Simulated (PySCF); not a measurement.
## A study: C2H7As, SMILES `C[AsH]C`

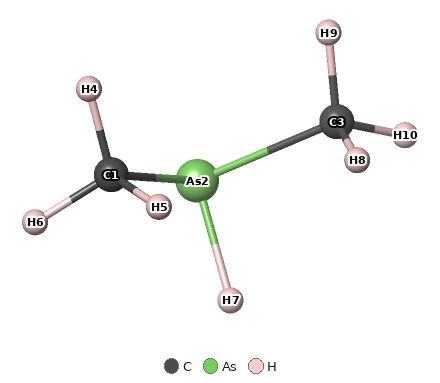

The molecule, with its atoms numbered as below. No frequency check shows the geometry to be a minimum.

Cartesian coordinates (Å):

```
C1       1.4747    0.8321   -0.0143
As2     -0.0001   -0.4776    0.0514
C3      -1.4742    0.8326   -0.0143
H4       1.5660    1.3196    0.9566
H5       1.2971    1.5941   -0.7711
H6       2.4189    0.3342   -0.2297
H7       0.0001   -0.7240   -1.4371
H8      -1.2963    1.5945   -0.7711
H9      -1.5653    1.3201    0.9566
H10     -2.4185    0.3350   -0.2298
```

Part 1: Bonding charge

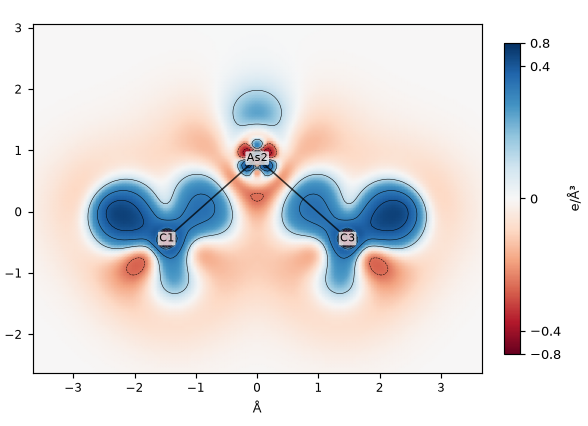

Deformation density (molecule less spherical, spin-averaged free atoms) in the plane of C1, As2 and C3; colour scale in e/Å³, logarithmic beyond ±0.1; blue: gain, red: loss.

PySCF calculation, B3LYP/def2-SVPD, gas phase; geometry: GFN2-xTB.

> Describe the bonding that the map shows.

As2–C3 and C1–As2: +0.17 e/Å³ at the bond critical point (bond length 1.97 Å). In all, 2.0 electrons gather in the regions of gain relative to the promolecule.

Part 2: Bond critical points

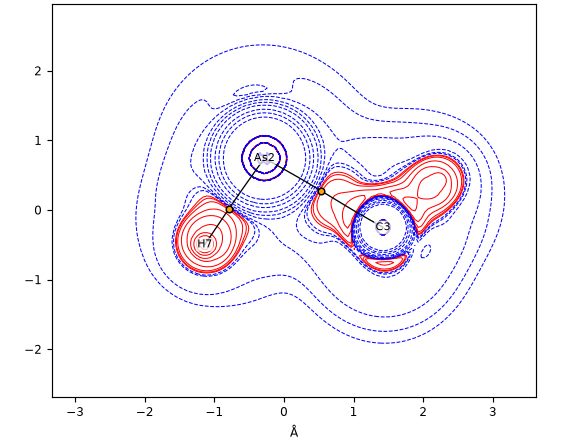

Negative Laplacian of the density (−∇²ρ) in the plane of As2, C3 and H7 (solid red lines positive, dashed blue lines negative, contours at ±0.02 to ±8 a.u.), with bond paths and bond critical points (dots).

> Sort the bonds in the plane by the sign of ∇²ρ at their critical points.

Concentrated (∇²ρ < 0): As2–H7 (−0.07 a.u.); As2–C3 (−0.07 a.u.). At none is it depleted.

> Where along As2–H7 does the critical point lie?

0.89 Å from As2 and 0.61 Å from H7.

Part 3: Local ionisation energy

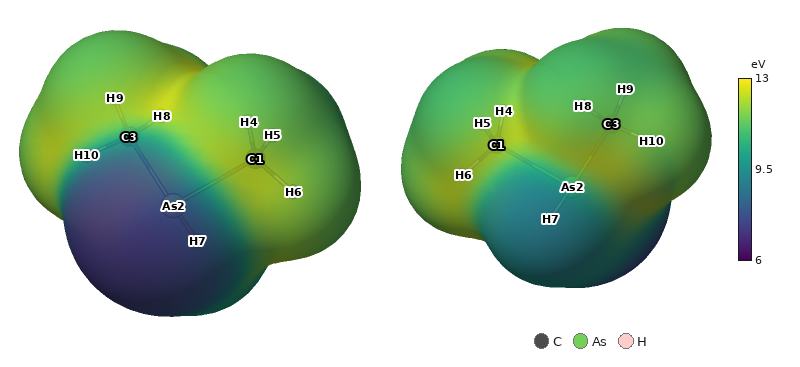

Average local ionisation energy on the surface of electron density 0.001 a.u. (back view left, front view right).

> Locate the minima of the map.

The lowest value is 7.0 eV, 2.5 Å from As2. Further minima include 9.0 eV, 1.5 Å from H7; 11.0 eV, 1.6 Å from H5, and at like points elsewhere; 11.3 eV, 1.4 Å from H4, and at like points elsewhere. For comparison, the highest occupied orbital lies at −6.7 eV.

> What volume does the surface enclose, and what is the dipole moment?

About 107 Å³; the dipole moment is 1.0 D.

Part 4: In an electric field

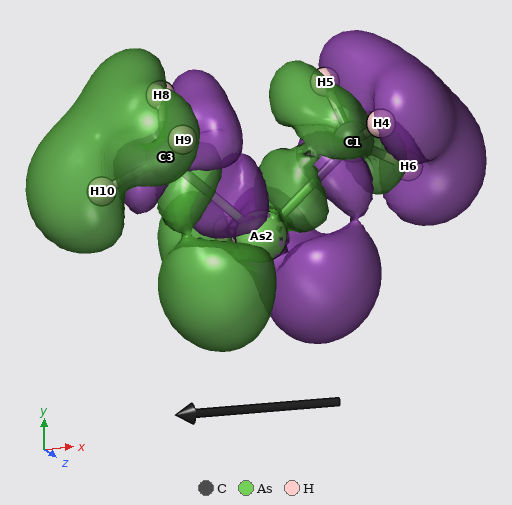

Change of the electron density in a uniform field of 0.21 V/Å along −x (arrow), surfaces at ±0.001 e/Å³ (purple: gain, green: loss).

Level of theory: B3LYP/def2-SVPD (PySCF), at a geometry from GFN2-xTB.

The field was applied in both directions; the picture shows the one opposite to the script's first.

> What dipole is induced, and what polarisability does it imply?

The induced dipole is 0.68 D (along the field); α along this axis, from the fields in both directions, is 67 bohr³ (9.9 Å³).

Part 5: Removing or adding an electron

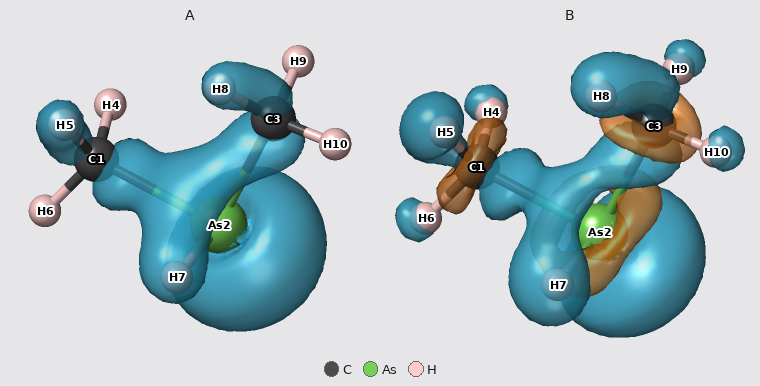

The Fukui function f⁻ from two separate SCF calculations and the density of the HOMO, at ±0.03 e/Å³ (light blue positive, orange negative).

> Which panel is which, and how good is the frozen-orbital picture?

B is f⁻ (it has negative regions), A the HOMO density. The HOMO lies on As2 (69 %), C1 and C3 (8 % each) and H7 (6 %); f⁻ (Hirshfeld-condensed) is largest on As2 (0.45); the vertical ionisation energy is 9.13 eV (the stability of the cation's solution wasn't checked). Relaxation shifts 26 % of the electron between atoms. The orbital energy is −6.67 eV.
